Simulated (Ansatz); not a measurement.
**Fields on a plane of GaN (wurtzite)**

```
GaN
1.0
    3.18312     0.00000     0.00000
   -1.59156     2.75667     0.00000
    0.00000     0.00000     5.18363
Ga N
2 2
Direct
  0.66667   0.33333   0.00099
  0.33333   0.66667   0.50099
  0.66667   0.33333   0.62421
  0.33333   0.66667   0.12421
```

The slice is a (-1 1 0 2) plane (indices of the conventional cell) through the point (0.667, 0.333, 0.001) (fractional), spanned by u = [110] and v = [1 -1 1] in vectors of this cell: u (3.18 Å) and v (7.57 Å, at 90° to u). It covers one period; positions are fractions (u, v).

Atoms on it: Ga at (0.00, 0.00); N at (0.50, 0.15), 0.2 Å off the plane. Other atoms lie within 1 Å of the plane.

Computed with r2SCAN (plane waves to 500 eV, PAW, scalar-relativistic; Ansatz, a first-principles code). k mesh 12×12×7. These are valence fields of a PAW run, semicore shells included where kept as valence: close to a nucleus they are smooth pseudo fields. GaN was relaxed with its symmetry unable to fall.

```
|11112222111111222211|
|11222222222222222222|
|11112222222222222211|
|00111111112211111111|
|00000011111111110000|
|00000000000000000000|
|00000000000000000000|
|00000000000000000000|
|00000000111111000000|
|11000000335533000000|
|11000000335533000000|
|11110000112211000011|
|22111100000000001111|
|22221100000000001122|
|22221111110011111122|
|22111111110011111111|
|11111100000000001111|
|00000000000000000000|
|00000000335533000000|
|00000022779977220000|
|00000022779977220000|
|11000000335533000000|
|11110000000000000011|
|22111111000000111111|
```
Scale: ten equal steps from 0.013 (start of '0') to 0.285 (end of '9'), in the order '0123456789'. Values: density of the lowest conduction band (whole band as if filled, smooth part) in e/Å³. The map has 10 points along u (two characters each, u = 0 at the left) and 24 along v (v = 0 in the bottom row). 

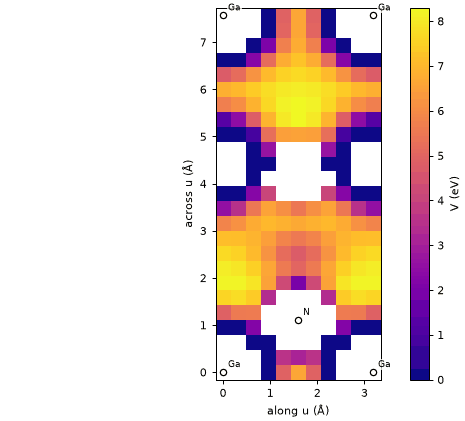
Fig. 1. Electrostatic potential energy of an electron, from the cell's mean, in eV, one period of the plane, atoms marked. Points within 0.8 Å of a nucleus are left white, as the pseudised field means little there. Values under 0 eV are set to 0. The zero, the cell's mean, hangs on the PAW cores.

| Quantity | Result |
|---|---|
| Element round which the density of the highest valence band (whole band, smooth part) is largest on this plane | N |
